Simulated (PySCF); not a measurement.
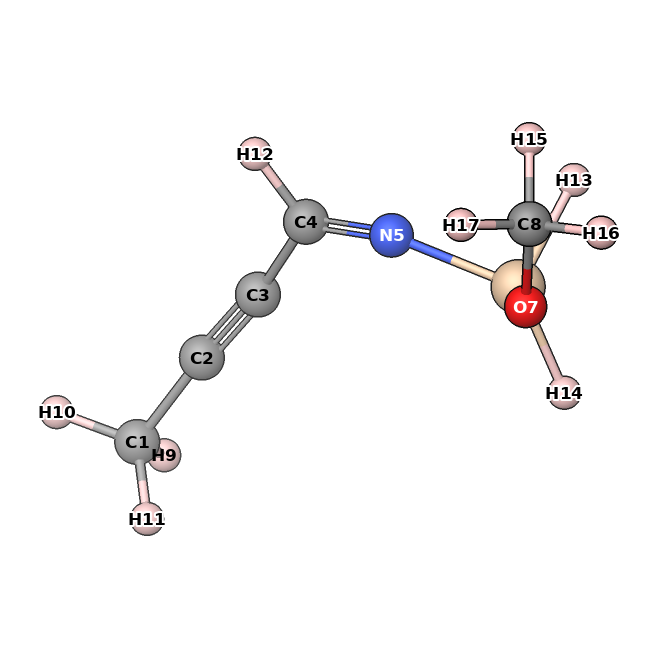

Si6 lies behind O7. The molecule seen nearly along the O7–Si6 bond, O7 in front. Depth is shown by fading: the farther an atom, the more it takes the colour of the background. Geometry: a frame of a GFN2-xTB molecular-dynamics simulation, not a minimum.

> What is the torsion angle C8–O7–Si6–N5? The sign is positive where the front bond must turn clockwise to cover the back bond.

−70°, synclinal (gauche).
